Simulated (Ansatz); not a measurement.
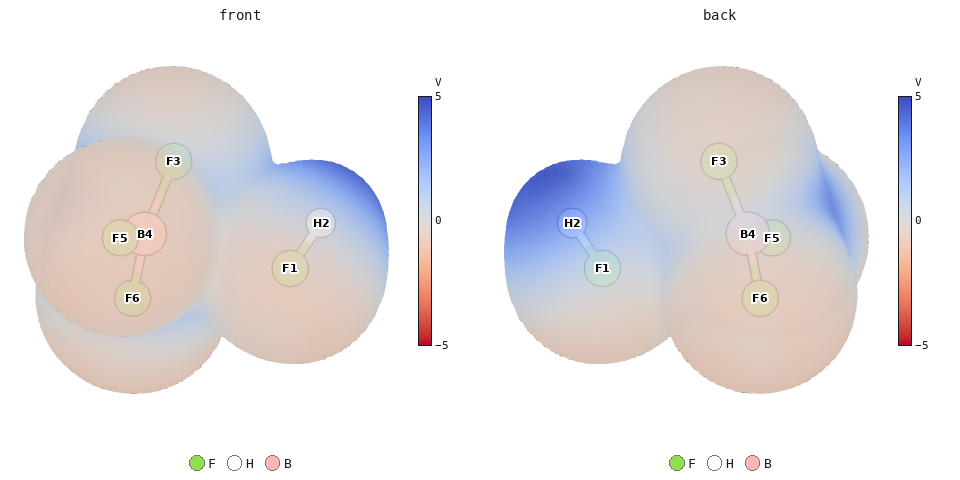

Figure 1: BF₄H. The molecular electrostatic potential painted on the density surface at 0.002 e/bohr³, seen from the front and from behind; red is negative and blue positive.

At this geometry the atoms fall into two loosely joined parts.

All numbers below come from RHF/6-31G* (Ansatz 0.2.0).

The calculation's input:

```
crystal:
  periodic: [false, false, false]
  atoms:
    - { symbol: F, position_ang: [0.0075, -0.3999, -1.4434] }
    - { symbol: H, position_ang: [0.0071, 0.4481, -1.8463] }
    - { symbol: F, position_ang: [0.3272, 1.2058, 0.4933] }
    - { symbol: B, position_ang: [-0.0021, -0.0355, 0.7766] }
    - { symbol: F, position_ang: [0.9238, -0.8899, 1.095] }
    - { symbol: F, position_ang: [-1.2636, -0.3285, 0.9248] }
basis:
  gaussian: { orbitals: "6-31G*" }
hamiltonian:
  xc: hf
relax:
  f_tol: 0.02
  max_steps: 40
scf:
  lower_state_search: "off"
output:
  orbitals: {}
```

Command:

```sh
ansatz run input.yaml --threads 1 --pin off --max-ram 2048MiB --backend cpu --events-out ev --progress --plain --runs-dir out
```

The fields are those of the relaxed geometry.

Question: Describe the electrostatic potential map.

Answer: The most negative region (about −0.8 V, or −18 kcal/mol for a unit charge) lies over F1, F5 and F6, the most positive (about +4.5 V, or +104 kcal/mol for a unit charge) over H2.
